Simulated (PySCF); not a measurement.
# What a change does: NMR shielding calculation on C₇H₁₃FOSi

System: C₇H₁₃FOSi.
Method of run A: GIAO PBE0/pcSseg-1 NMR shielding, non-relativistic, IEF-PCM chloroform (PySCF 2.14.0).

The geometry comes from this level: PBE0-D3(BJ)/def2-SVP. Text and figures count atoms from 1; the logs count them from 0 in places.

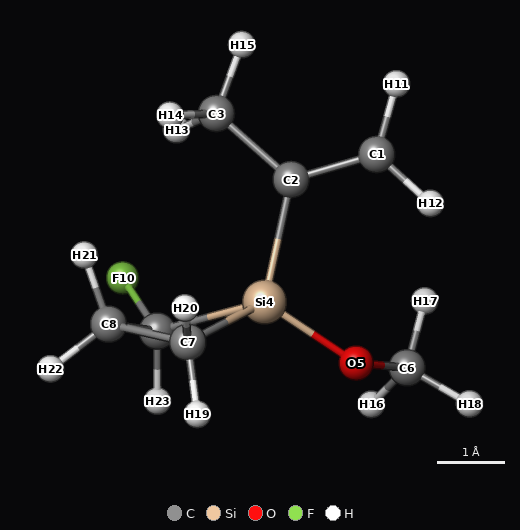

The input geometry (ball-and-stick view, seen at a tilt; atoms are numbered from 1 in the order of the input). Bond lengths as drawn: C–C 1.34 to 1.55 Å, C–F 1.38 Å, C–H 1.09 to 1.11 Å, C–O 1.40 Å, C–Si 1.87 to 1.91 Å and O–Si 1.66 Å.

Input file, run A:
```
{"job": {"kind": "nmr", "xc": "PBE0", "basis": "pcSseg-1", "solvent": "chloroform", "pop": true}, "charge": 0, "multiplicity": 1}
C      2.337504    -0.680721     0.643903
C      1.429042    -0.221573    -0.229578
C      1.732461    -0.033880    -1.688738
Si    -0.287311     0.183979     0.404467
O     -0.546693    -0.490637     1.902064
C     -0.643537    -1.859868     2.189021
C     -0.867117     1.967432     0.214033
C     -1.443949     1.563905    -1.168031
C     -1.637222     0.050508    -0.945271
F     -1.493435    -0.724117    -2.074987
H      3.355166    -0.944598     0.329082
H      2.104527    -0.802845     1.706418
H      0.994617    -0.560217    -2.314550
H      1.677620     1.031562    -1.970586
H      2.740189    -0.395895    -1.945160
H     -1.583535    -2.290029     1.799330
H      0.197493    -2.437663     1.766135
H     -0.635765    -1.993648     3.281443
H     -1.665736     2.196047     0.936984
H     -0.149792     2.798946     0.211360
H     -0.685891     1.696809    -1.956964
H     -2.346492     2.111003    -1.485514
H     -2.635344    -0.147548    -0.513114
```

The first line tells a small driver script what to run in PySCF; the rest is the geometry in Å.

Launched with:
```bash
OMP_NUM_THREADS=1 python <driver script> task.json out
```

Hardware: 1 CPU thread, shared host.

Output (run A):
```
coarse grid: 19464 points
cycle   1  E = -738.2406186007  dE =  1.099e+00  |g| = 7.983e-01  |ddm| = 4.258e+00
cycle   2  E = -738.1323959939  dE =  1.082e-01  |g| = 1.130e+00  |ddm| = 1.584e+00
cycle   3  E = -738.3584125933  dE = -2.260e-01  |g| = 1.343e-01  |ddm| = 1.070e+00
cycle   4  E = -738.3617880320  dE = -3.375e-03  |g| = 4.402e-02  |ddm| = 1.419e-01
cycle   5  E = -738.3621983421  dE = -4.103e-04  |g| = 1.013e-02  |ddm| = 3.978e-02
cycle   6  E = -738.3622151712  dE = -1.683e-05  |g| = 5.220e-03  |ddm| = 1.080e-02
cycle   7  E = -738.3622217205  dE = -6.549e-06  |g| = 8.625e-04  |ddm| = 4.184e-03
final grid: 183032 points
cycle   8  E = -738.4400680596  dE = -4.328e-05  |g| = 1.256e-02  |ddm| = 3.477e-02
cycle   9  E = -738.4400379696  dE =  3.009e-05  |g| = 1.795e-02  |ddm| = 2.175e-02
cycle  10  E = -738.4401014854  dE = -6.352e-05  |g| = 1.864e-03  |ddm| = 1.347e-02
cycle  11  E = -738.4401021861  dE = -7.007e-07  |g| = 2.369e-04  |ddm| = 1.706e-03
cycle  12  E = -738.4401021943  dE = -8.166e-09  |g| = 1.229e-04  |ddm| = 2.628e-04
cycle  13  E = -738.4401021973  dE = -3.023e-09  |g| = 3.635e-05  |ddm| = 1.200e-04
cycle  14  E = -738.4401021976  dE = -2.958e-10  |g| = 9.378e-06  |ddm| = 3.529e-05
converged SCF energy = -738.4401021976

GIAO shielding tensors (ppm)
atom      isotropic    diamagn.    paramagn.     s11        s22        s33       span
  0 C       46.217     253.724    -207.507    -74.080     62.194    150.537    224.617
  1 C       35.680     266.507    -230.827    -81.118     18.987    169.171    250.289
  2 C      159.988     247.158     -87.170    147.931    149.580    182.452     34.521
  3 Si     347.565     882.399    -534.834    322.251    340.849    379.595     57.344
  4 O      313.430     399.792     -86.361    276.968    319.798    343.526     66.558
  5 C      132.564     242.289    -109.724    105.926    107.449    184.318     78.392
  6 C      177.029     258.908     -81.879    164.921    175.393    190.774     25.852
  7 C      158.692     256.275     -97.583    144.047    158.065    173.965     29.918
  8 C       92.644     254.130    -161.486     44.622     74.996    158.315    113.693
  9 F      406.799     475.899     -69.100    345.344    401.406    473.647    128.302
 10 H       25.027      30.026      -4.999     21.661     24.534     28.886      7.225
 11 H       25.309      32.355      -7.046     21.889     23.825     30.214      8.325
 12 H       29.018      30.410      -1.393     23.966     29.686     33.402      9.436
 13 H       29.240      29.779      -0.540     24.982     28.862     33.875      8.892
 14 H       29.331      29.139       0.192     25.439     27.636     34.917      9.478
 15 H       27.471      28.647      -1.176     22.958     25.539     33.917     10.959
 16 H       27.590      29.937      -2.347     22.909     26.693     33.167     10.257
 17 H       27.516      27.195       0.322     23.346     24.633     34.569     11.223
 18 H       30.507      32.081      -1.574     27.002     27.333     37.188     10.186
 19 H       30.177      32.057      -1.880     26.386     27.057     37.088     10.702
 20 H       29.459      32.784      -3.325     26.471     28.285     33.620      7.150
 21 H       28.599      29.566      -0.967     24.298     25.892     35.608     11.310
 22 H       26.224      31.909      -5.686     23.800     26.498     28.373      4.573
```

For run B the input was changed thus:
```diff
-"solvent": "chloroform"
-"pop": true
+"solvent": "cyclohexane"
+"pop": false
```

What does this change do to the results?

The total energy of run B is 1.4 kcal/mol higher: the change of the electrostatic solvation energy at this fixed geometry, without cavity or dispersion terms. Of all shieldings, the largest change is that of F10, by −2.2 ppm. The number of SCF iterations is the same.

Output (run B):
```
coarse grid: 19464 points
cycle   1  E = -738.2365750949  dE =  1.103e+00  |g| = 8.020e-01  |ddm| = 4.258e+00
cycle   2  E = -738.1229906897  dE =  1.136e-01  |g| = 1.145e+00  |ddm| = 1.619e+00
cycle   3  E = -738.3558861428  dE = -2.329e-01  |g| = 1.378e-01  |ddm| = 1.100e+00
cycle   4  E = -738.3594530675  dE = -3.567e-03  |g| = 4.556e-02  |ddm| = 1.480e-01
cycle   5  E = -738.3598882041  dE = -4.351e-04  |g| = 1.108e-02  |ddm| = 4.202e-02
cycle   6  E = -738.3599085917  dE = -2.039e-05  |g| = 5.678e-03  |ddm| = 1.207e-02
cycle   7  E = -738.3599164474  dE = -7.856e-06  |g| = 9.475e-04  |ddm| = 4.703e-03
final grid: 183032 points
cycle   8  E = -738.4377740925  dE = -4.301e-05  |g| = 1.258e-02  |ddm| = 3.481e-02
cycle   9  E = -738.4377429523  dE =  3.114e-05  |g| = 1.809e-02  |ddm| = 2.198e-02
cycle  10  E = -738.4378075677  dE = -6.462e-05  |g| = 1.891e-03  |ddm| = 1.372e-02
cycle  11  E = -738.4378082918  dE = -7.241e-07  |g| = 2.470e-04  |ddm| = 1.758e-03
cycle  12  E = -738.4378083004  dE = -8.629e-09  |g| = 1.336e-04  |ddm| = 2.779e-04
cycle  13  E = -738.4378083042  dE = -3.714e-09  |g| = 3.742e-05  |ddm| = 1.319e-04
cycle  14  E = -738.4378083045  dE = -3.140e-10  |g| = 1.040e-05  |ddm| = 3.799e-05
converged SCF energy = -738.4378083045

GIAO shielding tensors (ppm)
atom      isotropic    diamagn.    paramagn.     s11        s22        s33       span
  0 C       46.448     253.641    -207.193    -73.810     63.103    150.051    223.861
  1 C       35.899     266.438    -230.539    -80.891     19.339    169.250    250.141
  2 C      159.802     247.074     -87.272    147.657    149.509    182.241     34.583
  3 Si     347.715     882.332    -534.617    322.384    340.812    379.948     57.564
  4 O      312.878     399.559     -86.681    275.789    319.675    343.170     67.381
  5 C      132.596     242.233    -109.637    106.178    107.609    184.002     77.824
  6 C      176.800     258.810     -82.010    164.590    175.226    190.584     25.994
  7 C      158.463     256.188     -97.724    143.855    157.857    173.677     29.823
  8 C       92.867     253.907    -161.040     45.039     75.489    158.074    113.034
  9 F      404.627     475.593     -70.966    342.927    399.107    471.847    128.920
 10 H       25.087      30.061      -4.973     21.706     24.615     28.941      7.235
 11 H       25.347      32.382      -7.035     21.930     23.856     30.255      8.325
 12 H       28.958      30.319      -1.361     23.907     29.616     33.350      9.443
 13 H       29.311      29.843      -0.532     25.059     28.951     33.923      8.864
 14 H       29.378      29.162       0.216     25.506     27.693     34.937      9.431
 15 H       27.518      28.701      -1.183     22.997     25.598     33.960     10.963
 16 H       27.624      29.985      -2.361     22.940     26.742     33.190     10.250
 17 H       27.543      27.227       0.316     23.383     24.671     34.575     11.191
 18 H       30.526      32.113      -1.587     27.039     27.365     37.174     10.135
 19 H       30.208      32.091      -1.883     26.432     27.100     37.091     10.659
 20 H       29.507      32.806      -3.299     26.529     28.350     33.641      7.112
 21 H       28.629      29.619      -0.990     24.352     25.921     35.614     11.263
 22 H       26.309      31.960      -5.651     23.885     26.598     28.445      4.560
```

The two runs side by side:

```tsv
quantity	run A	run B
outcome	converged	converged
total energy (hartree)	−738.440102	−738.437808
HOMO (eV)	−7.25	−7.25
LUMO (eV)	−0.29	−0.31
dipole moment (D)	0.90	0.89
shielding of C1 (ppm)	46.2	46.4
shielding of C2 (ppm)	35.7	35.9
shielding of O5 (ppm)	313.4	312.9
shielding of C7 (ppm)	177.0	176.8
shielding of C8 (ppm)	158.7	158.5
shielding of C9 (ppm)	92.6	92.9
shielding of F10 (ppm)	406.8	404.6
SCF iterations	14	14
basis functions	242	242
wall time (shared host)	77 s	72 s
```
